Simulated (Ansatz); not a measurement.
## A computed series for Zr: response to strain

Consider Zr in the hcp (Mg type) structure (space group P6_3/mmc, No. 194; a = 3.244 Å, c = 5.158 Å; relaxed with 0.1 eV smearing). Axes: x lies along a and z along c of the hexagonal cell.

Strains are applied to the cell and any free atomic positions relax; under biaxial strain the out-of-plane vector relaxes too.

All numbers come from DFT with r2SCAN, PAW potentials and a 500 eV plane-wave cutoff in Ansatz (a program for electronic structure), no spin-orbit coupling.

Notes on the quantities. in-plane stress: mean in-plane stress (compression positive).

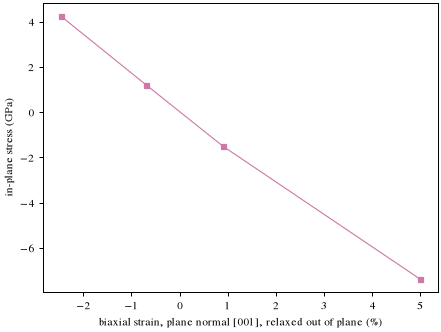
*in-plane stress against biaxial strain, plane normal [001], relaxed out of plane*

Task: From the plot, what is the in-plane stress for biaxial strain +4.99 %, plane normal [001], relaxed out of plane?

Result: About -7.4 GPa.

Task: Is the trend monotonic over the range shown?

Result: Yes, it falls throughout, spanning -7.4 GPa to +4.2 GPa.

No phonon test of stability was made. All final runs are without spin polarisation.
